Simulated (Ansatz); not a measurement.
# C2H4OSi (SMILES OC#C[SiH3]): B2PLYP/cc-pVDZ

Aim: the electronic atomisation energy of C2H4OSi at B2PLYP/cc-pVDZ, from 5 runs. 

The calculation is run with Ansatz 0.2.0.

73 further runs of the same task are left out: 73 set aside as unsound or not needed. Runs told in other sessions of the task aren't counted.

**1. The structure to begin with**

C2H4OSi has 8 atoms, charge 0, and is taken as a singlet. SMILES: `OC#C[SiH3]`. The shape is that of a PBE0-D4/def2-TZVP optimisation.

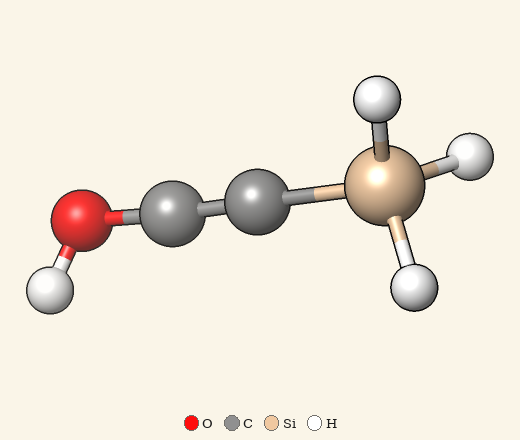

The structure, seen from a chosen angle (oxygen red, carbon grey, silicon light orange, hydrogen white).

**2. The energy at B2PLYP/cc-pVDZ**

The input, job.yaml:

```yaml
crystal:
  periodic: [false, false, false]
  atoms:
    - {symbol: O, position_ang: [2.579200, 0.927900, 0.488100]}
    - {symbol: C, position_ang: [1.380900, 0.489600, 0.263100]}
    - {symbol: C, position_ang: [0.263000, 0.053700, 0.119800]}
    - {symbol: Si, position_ang: [-1.409600, -0.594800, -0.108400]}
    - {symbol: H, position_ang: [2.920800, 1.394400, -0.284700]}
    - {symbol: H, position_ang: [-2.349500, 0.046300, 0.846200]}
    - {symbol: H, position_ang: [-1.863400, -0.311200, -1.494000]}
    - {symbol: H, position_ang: [-1.429300, -2.063000, 0.114200]}
basis:
  gaussian:
    orbitals: cc-pVDZ
hamiltonian:
  xc: {name: B2PLYP}
correlation:
  frozen_orbitals: {C: 1, H: 0, O: 1, Si: 5}
accuracy: high
output:
  orbitals: {seedname: orbitals}
```

On the command line:

```bash
ansatz run job.yaml --threads 1 --pin off --max-ram 2610MiB --events-out events.jsonl --progress --plain --runs-dir runs
```

The program printed:

```text
Warning: RAYON_NUM_THREADS=1 ignored (pool sized by the plan → 1); use --threads N
Functional definition: B2PLYP
  name "B2PLYP"
  parameter a = 0.53
  parameter c = 0.27
  exchange = (1 - a)*b88_x + a*exact_x
  correlation = (1 - c)*lyp_c + c*(mp2_os + mp2_ss)
1782 factors; integrals over basis functions are off by at most 3.8e-9 eV
mean field evaluation 1: about -12045.9035 eV, gradient 3.5e1 eV
mean field evaluation 2: about -12046.3569 eV, gradient 3.5e1 eV
mean field evaluation 4: about -12049.0249 eV, gradient 8.1e0 eV
mean field evaluation 8: about -12049.1973 eV, gradient 5.8e-1 eV
mean field evaluation 16: about -12049.1982 eV, gradient 3.8e-4 eV
mean field -12049.19820091 eV, -442.7998666435 hartree, gradient 2.2e-8 eV, S^2 0.000000; 0 other end points of the search recorded, 0 dependent functions left out
8 core orbitals not correlated: weight in the atoms' cores, before any rotation towards them, 1.000 or more for the frozen orbitals, at most 0.000 for the correlated occupied ones
reference -12049.19822677 eV, -442.7998675938 hartree; 11, 11 occupied and 61, 61 virtual orbitals, 1782 factors
second order -18.05680950 eV of doubles, -0.00000000 eV of singles
Total energy: -12054.07356533 eV, -442.9790329815 hartree
```

It took 9.3 s on 1 thread of Arm Neoverse V1, shared host; peak memory 0.24 GiB.

**3. The C atom at the same level**

The input, run.yaml:

```yaml
basis:
  gaussian: {orbitals: cc-pVDZ}
crystal:
  periodic: [false, false, false]
  atoms:
    - symbol: C
      position_ang: [0.000000, 0.000000, 0.000000]
accuracy: high
magnetization: {spin_polarized: true, initial_magnetization: 2}
correlation: {frozen_orbitals: {C: 1}}
hamiltonian: {xc: {name: B2PLYP}}
```

Run the same way, it converges to -37.81596 Eh (log not shown).

**4. The H atom, same level**

The input, in.yaml:

```yaml
crystal:
  periodic: [false, false, false]
  atoms:
    - {symbol: H, position_ang: [0.000000, 0.000000, 0.000000]}
basis:
  gaussian: {orbitals: cc-pVDZ}
magnetization: {spin_polarized: true, initial_magnetization: 1}
hamiltonian: {xc: {name: B2PLYP}}
correlation: {frozen_orbitals: {H: 0}}
accuracy: high
```

On the command line:

```bash
ansatz run in.yaml --threads 1 --pin off --max-ram 2610MiB --events-out events.jsonl --progress --plain --runs-dir runs
```

The program printed (excerpt; [...] marks lines left out):

```text
Warning: RAYON_NUM_THREADS=1 ignored (pool sized by the plan → 1); use --threads N
[... 6 set-up lines as earlier in the session ...]
15 factors; integrals over basis functions are off by at most 4.6e-8 eV
mean field evaluation 1: about -13.5392 eV, gradient 8.8e-1 eV
mean field evaluation 2: about -13.5391 eV, gradient 8.8e-1 eV
mean field evaluation 4: about -13.5492 eV, gradient 3.2e-5 eV
mean field evaluation 8: about -13.5492 eV, gradient 1.7e-10 eV
mean field -13.54923042 eV, -0.4979250339 hartree, gradient 2.8e-10 eV, S^2 0.750000; 0 other end points of the search recorded, 0 dependent functions left out
reference -13.54924264 eV, -0.4979254829 hartree; 1, 0 occupied and 4, 5 virtual orbitals, 15 factors
second order 0.00000000 eV of doubles, -0.00000000 eV of singles
Total energy: -13.54924264 eV, -0.4979254829 hartree
```

It took 0.12 s on 1 thread of Arm Neoverse V1, shared host.

**5. The O atom, same level**

The input, in.yaml:

```yaml
crystal:
  periodic: [false, false, false]
  atoms:
    - symbol: O
      position_ang: [0.000000, 0.000000, 0.000000]
basis:
  gaussian: {orbitals: cc-pVDZ}
accuracy: high
magnetization: {spin_polarized: true, initial_magnetization: 2}
correlation: {frozen_orbitals: {O: 1}}
hamiltonian: {xc: {name: B2PLYP}}
```

Run the same way, it converges to -75.01415 Eh (log not shown).

**6. The Si atom**

The input, job.yaml:

```yaml
crystal:
  periodic: [false, false, false]
  atoms:
    - {symbol: Si, position_ang: [0.000000, 0.000000, 0.000000]}
basis:
  gaussian: {orbitals: cc-pVDZ}
magnetization: {spin_polarized: true, initial_magnetization: 2}
hamiltonian: {xc: {name: B2PLYP}}
correlation: {frozen_orbitals: {Si: 5}}
accuracy: high
```

On the command line:

```bash
ansatz run job.yaml --threads 1 --pin off --max-ram 2610MiB --events-out events.jsonl --progress --plain --runs-dir runs
```

The program printed (excerpt; [...] marks lines left out):

```text
Warning: RAYON_NUM_THREADS=1 ignored (pool sized by the plan → 1); use --threads N
[... 2 set-up lines as earlier in the session ...]
[...]
144 factors; integrals over basis functions are off by at most 3.2e-9 eV
[...]
mean field -7870.41182407 eV, -289.2322997779 hartree, gradient 3.7e-8 eV, S^2 2.005504; 0 other end points of the search recorded, 0 dependent functions left out
5 core orbitals not correlated: weight in the atoms' cores, before any rotation towards them, 1.000 or more for the frozen orbitals, at most 0.000 for the correlated occupied ones
reference -7870.41183781 eV, -289.2323002828 hartree; 3, 1 occupied and 10, 12 virtual orbitals, 144 factors
second order -1.58190926 eV of doubles, -0.00000000 eV of singles
Total energy: -7870.83895331 eV, -289.2479964879 hartree
```

It took 0.64 s on 1 thread of Arm Neoverse V1, shared host.

**7. What came out**

Level: B2PLYP/cc-pVDZ, 8 core orbitals frozen.

| quantity | value |
| --- | --- |
| molecule: total energy | -442.97903 Eh |
| molecule: HOMO energy (SCF part's orbitals) | -8.18 eV |
| molecule: LUMO energy (SCF part's orbitals) | 1.78 eV |
| molecule: HOMO–LUMO gap (SCF part's orbitals) | 9.97 eV |
| C atom: total energy | -37.81596 Eh |
| C atom: ⟨S²⟩ | 2.004 |
| H atom: total energy | -0.49793 Eh |
| H atom: ⟨S²⟩ | 0.750 |
| O atom: total energy | -75.01415 Eh |
| O atom: ⟨S²⟩ | 2.003 |
| Si atom: total energy | -289.24800 Eh |
| Si atom: ⟨S²⟩ | 2.006 |
| electronic atomisation energy | 29.749 eV |

In words: Taking the molecule apart into free atoms costs 29.75 eV (2870 kJ/mol), before zero-point energy and without spin-orbit coupling.
